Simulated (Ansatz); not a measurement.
# C2H4Si: vertical and adiabatic energies of changing the electron count from a Python script

A script is to give vertical and adiabatic energies of changing the electron count; the system is C2H4Si.

Program: Ansatz 0.2.0 through its Python package. Level of theory: B3LYP/def2-SVP. These are calculated values, not measurements.

**1. Starting point**

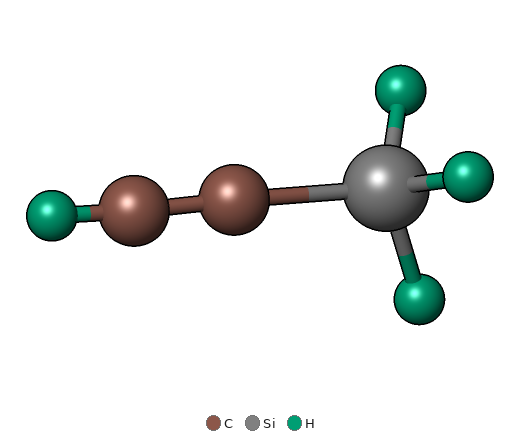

The structure that the script starts from, seen from a chosen angle (carbon brown, silicon grey, hydrogen teal).

The script holds or builds the structure itself.

**2. The script**

The input, c2h4si.py:

```python
import itertools
import warnings

import ansatz as az
from ase import Atoms
from ase.data import atomic_numbers, covalent_radii
import numpy as np

BASIS = 'def2-SVP'
XC = 'b3lyp'
NET_CHARGE = 1


def main() -> None:
    warnings.simplefilter('ignore', az.DeckWarning)

    atoms = Atoms(['C', 'C', 'Si', 'H', 'H', 'H', 'H'], positions=[
        (-0.5836, -1.9398, 0.1844),
        (-0.2602, -0.7617, 0.0659),
        (0.2954, 1.0111, -0.112),
        (-0.8913, -2.8923, 0.263),
        (-0.077, 1.5644, -1.4289),
        (-0.2571, 1.8687, 0.9741),
        (1.8351, 1.0817, 0.0079),
    ])
    geometry = az.Crystal.molecule_from_ase(atoms)

    base = geometry.calculation().basis(gaussian=BASIS).functional(XC)
    symbols = [site.symbol for site in geometry.cartesian_sites]
    start = np.array([site.position_ang for site in geometry.cartesian_sites], dtype=float)
    data = base.relax(force_tolerance=0.01, max_steps=100).run().report
    end = np.array(data['positions_ang'])

    minimum = az.Crystal.molecule()
    for symbol, place in zip(symbols, end):
        minimum = minimum.atom(symbol, place.tolist())
    ion = minimum.calculation().basis(gaussian=BASIS).functional(XC).charge(NET_CHARGE).spin('collinear', total=1)
    vertical = ion.run().report
    settled = ion.relax(force_tolerance=0.01, max_steps=80).run().report
    print(f'vertical ionisation energy   {vertical["free_energy_ev"] - data["free_energy_ev"]:.3f} eV')
    print(f'adiabatic, no zero point     {settled["free_energy_ev"] - data["free_energy_ev"]:.3f} eV')
    print(f'relaxation energy of the ion {vertical["free_energy_ev"] - settled["free_energy_ev"]:.3f} eV')
    ionised = np.array(settled['positions_ang'])
    radius = [covalent_radii[atomic_numbers[s]] for s in symbols]
    span = lambda where, i, j: np.linalg.norm(where[i] - where[j])
    bonded = [(i, j) for i, j in itertools.combinations(range(len(symbols)), 2) if min(span(end, i, j), span(ionised, i, j)) < 1.2 * (radius[i] + radius[j])]
    print('pair        before    after (A)')
    for i, j in bonded:
        print(f'{symbols[i]}{i}-{symbols[j]}{j}'.ljust(10), f'{span(end, i, j):8.4f} {span(ionised, i, j):8.4f}')


if __name__ == '__main__':
    main()
```

**3. What the engine is handed**

The engine receives this input (first run):

```yaml
crystal:
  periodic: [false, false, false]
  atoms:
    - { symbol: C, position_ang: [-0.5836, -1.9398, 0.1844] }
    - { symbol: C, position_ang: [-0.2602, -0.7617, 0.0659] }
    - { symbol: Si, position_ang: [0.2954, 1.0111, -0.112] }
    - { symbol: H, position_ang: [-0.8913, -2.8923, 0.263] }
    - { symbol: H, position_ang: [-0.077, 1.5644, -1.4289] }
    - { symbol: H, position_ang: [-0.2571, 1.8687, 0.9741] }
    - { symbol: H, position_ang: [1.8351, 1.0817, 0.0079] }
basis:
  gaussian:
    orbitals: def2-SVP
hamiltonian:
  xc: b3lyp
relax:
  f_tol: 0.01
  max_steps: 100
```

**4. The run**

Started as:

```bash
$ python c2h4si.py
```

Log:

```text
vertical ionisation energy   10.549 eV
adiabatic, no zero point     10.361 eV
relaxation energy of the ion 0.188 eV
pair        before    after (A)
C0-C1        1.2173   1.2561
C0-H3        1.0751   1.0874
C1-Si2       1.8375   1.8653
Si2-H4       1.4895   1.4801
Si2-H5       1.4895   1.4801
Si2-H6       1.4895   1.5224
```

It took 72 s on 1 thread of Arm Neoverse V2, shared host; peak memory 0.24 GiB.

**5. What changed from run to run**

The engine's inputs for the other runs:

Run 2, against run 1:

```diff
@@ -4,7 +4,7 @@
-    - { symbol: C, position_ang: [-0.5836, -1.9398, 0.1844] }
-    - { symbol: C, position_ang: [-0.2602, -0.7617, 0.0659] }
-    - { symbol: Si, position_ang: [0.2954, 1.0111, -0.112] }
-    - { symbol: H, position_ang: [-0.8913, -2.8923, 0.263] }
-    - { symbol: H, position_ang: [-0.077, 1.5644, -1.4289] }
-    - { symbol: H, position_ang: [-0.2571, 1.8687, 0.9741] }
-    - { symbol: H, position_ang: [1.8351, 1.0817, 0.0079] }
+    - { symbol: C, position_ang: [-0.5864510196132421, -1.8895104731815224, 0.173920606947353] }
+    - { symbol: C, position_ang: [-0.22057696476663977, -0.7337912628388248, 0.06300331061886283] }
+    - { symbol: Si, position_ang: [0.33183795229819874, 1.0107052511734003, -0.1044568490742461] }
+    - { symbol: H, position_ang: [-0.9095989213131471, -2.9102309400049933, 0.27189470779353725] }
+    - { symbol: H, position_ang: [-0.09103122168084003, 1.5436262361810047, -1.4294742119791] }
+    - { symbol: H, position_ang: [-0.2787816584874136, 1.8340159418620878, 0.9761884919796854] }
+    - { symbol: H, position_ang: [1.8159018335630837, 1.077285246808848, 0.003323943713907724] }
@@ -16,3 +16,4 @@
-relax:
-  f_tol: 0.01
-  max_steps: 100
+magnetization:
+  spin_polarized: true
+  initial_magnetization: 1.0
+total_charge: 1.0
```

Run 3, against run 1:

```diff
@@ -4,7 +4,7 @@
-    - { symbol: C, position_ang: [-0.5836, -1.9398, 0.1844] }
-    - { symbol: C, position_ang: [-0.2602, -0.7617, 0.0659] }
-    - { symbol: Si, position_ang: [0.2954, 1.0111, -0.112] }
-    - { symbol: H, position_ang: [-0.8913, -2.8923, 0.263] }
-    - { symbol: H, position_ang: [-0.077, 1.5644, -1.4289] }
-    - { symbol: H, position_ang: [-0.2571, 1.8687, 0.9741] }
-    - { symbol: H, position_ang: [1.8351, 1.0817, 0.0079] }
+    - { symbol: C, position_ang: [-0.5864510196132421, -1.8895104731815224, 0.173920606947353] }
+    - { symbol: C, position_ang: [-0.22057696476663977, -0.7337912628388248, 0.06300331061886283] }
+    - { symbol: Si, position_ang: [0.33183795229819874, 1.0107052511734003, -0.1044568490742461] }
+    - { symbol: H, position_ang: [-0.9095989213131471, -2.9102309400049933, 0.27189470779353725] }
+    - { symbol: H, position_ang: [-0.09103122168084003, 1.5436262361810047, -1.4294742119791] }
+    - { symbol: H, position_ang: [-0.2787816584874136, 1.8340159418620878, 0.9761884919796854] }
+    - { symbol: H, position_ang: [1.8159018335630837, 1.077285246808848, 0.003323943713907724] }
@@ -15,0 +16,4 @@
+magnetization:
+  spin_polarized: true
+  initial_magnetization: 1.0
+total_charge: 1.0
@@ -18 +22 @@
-  max_steps: 100
+  max_steps: 80
```

**6. The engine's runs**

One row for each of the 3 runs:

```tsv
run	kind of run	system	unpaired or total moment	energy (eV)	<S²>	SCF cycles in all	CPU time (s)
1	relaxation	C2H4Si	not set	-10011.3534	0.00	49	8.4
2	single point	C2H4Si, charge +1	1	-10000.8044	0.75	102	17
3	relaxation	C2H4Si, charge +1	1	-10000.9922	0.75	232	46
```

Totals carry meaning only in balanced differences at one level of theory.

**7. The relaxation of run 1, step by step**

The steps of the relaxation:

| step | energy from step 1 (eV) | largest force component (eV/Å) |
| --- | --- | --- |
| 1 | 0.0000 | 4.3672 |
| 2 | -0.1602 | 0.5475 |
| 3 | -0.1677 | 0.1028 |
| 4 | -0.1692 | 0.0173 |
| 5 | -0.1692 | 0.0104 |
| 6 | -0.1692 | 0.0002 |

Step 1 is the start.

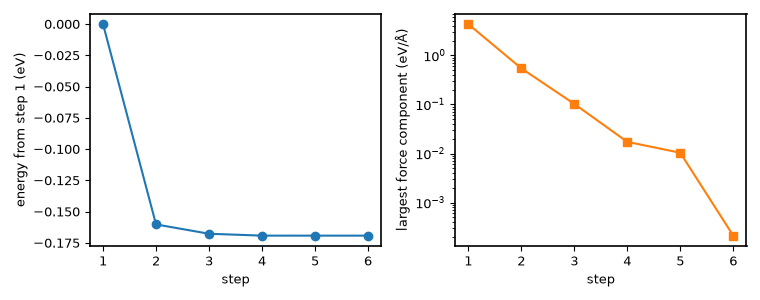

Energy and largest force along the relaxation.

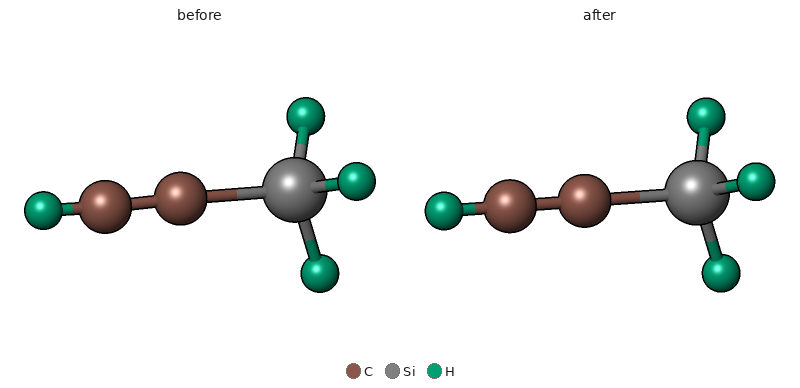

Before and after, at one scale.

Before: Bond lengths: C1–C2 1.227 Å, C2–Si3 1.866 Å, C1–H4 1.004 Å, Si3–H5 1.476 Å, Si3–H6 1.490 Å, Si3–H7 1.546 Å. Angles: C1–C2–Si3 178.0°, C2–C1–H4 177.2°, C2–Si3–H5 111.5°, C2–Si3–H6 111.5°, C2–Si3–H7 109.4°, H5–Si3–H6 109.9°, H5–Si3–H7 107.7°, H6–Si3–H7 106.6°.

After: Bond lengths: C1–C2 1.217 Å, C2–Si3 1.838 Å, C1–H4 1.075 Å, Si3–H5 1.489 Å, Si3–H6 1.489 Å, Si3–H7 1.489 Å. Angles: C1–C2–Si3 180.0°, C2–C1–H4 180.0°, C2–Si3–H5 109.6°, C2–Si3–H6 109.6°, C2–Si3–H7 109.6°, H5–Si3–H6 109.3°, H5–Si3–H7 109.3°, H6–Si3–H7 109.3°.

**8. The relaxation of run 3, step by step**

The steps of the relaxation:

```csv
step,energy from step 1 (eV),largest force component (eV/Å)
1,0.0000,3.0596
2,-0.1603,0.6041
3,-0.1785,0.3009
4,-0.1840,0.1346
5,-0.1862,0.1037
6,-0.1876,0.0255
7,-0.1877,0.0199
8,-0.1877,0.0069
```

Step 1 is the start.

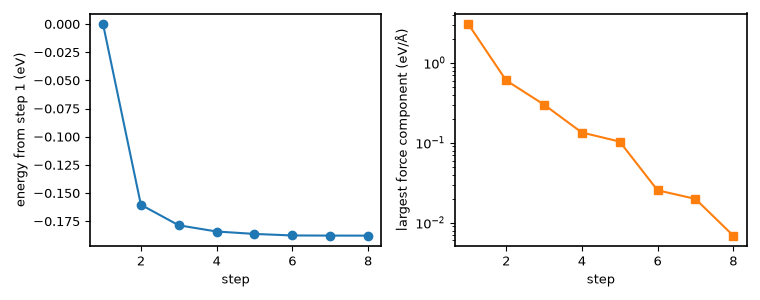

Energy and largest force along the relaxation.

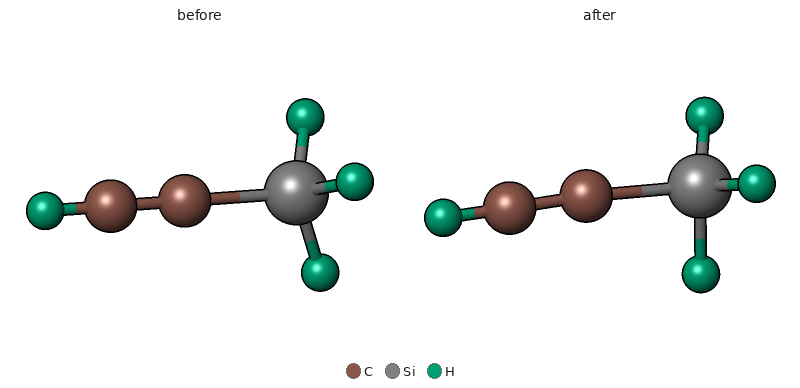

Before and after, at one scale.

Before: Bond lengths: C1–C2 1.217 Å, C2–Si3 1.838 Å, C1–H4 1.075 Å, Si3–H5 1.489 Å, Si3–H6 1.489 Å, Si3–H7 1.489 Å. Angles: C1–C2–Si3 180.0°, C2–C1–H4 180.0°, C2–Si3–H5 109.6°, C2–Si3–H6 109.6°, C2–Si3–H7 109.6°, H5–Si3–H6 109.3°, H5–Si3–H7 109.3°, H6–Si3–H7 109.3°.

After: Bond lengths: C1–C2 1.256 Å, C2–Si3 1.865 Å, C1–H4 1.087 Å, Si3–H5 1.480 Å, Si3–H6 1.480 Å, Si3–H7 1.522 Å. Angles: C1–C2–Si3 175.7°, C2–C1–H4 179.3°, C2–Si3–H5 108.6°, C2–Si3–H6 108.6°, C2–Si3–H7 94.2°, H5–Si3–H6 119.5°, H5–Si3–H7 111.4°, H6–Si3–H7 111.4°.

**9. What came out**

| quantity | value |
| --- | --- |
| vertical ionisation energy | 10.549 eV |
| adiabatic ionisation energy, no zero point | 10.361 eV |
| runs compared | 3 |

The ionisation energy is a difference of two total energies at the neutral geometry; letting the ion relax lowers it by 0.19 eV. The dearest, run 3, took some 5.5 times as long as run 1. Run 1: After 5 moves the largest shift is 0.051 Å, of atom 1 (C). Run 3: The relaxation took 7 moves; the largest shift is 0.279 Å, of atom 7 (H). The energies are electronic: no zero-point or thermal terms, and the basis set is short of its limit. The product may relax into another structure. The relaxation finds the nearest minimum, so the adiabatic value is an upper bound. b3lyp holds the VWN-RPA fit, as in Gaussian; the form of ORCA and Turbomole is b3lyp5.
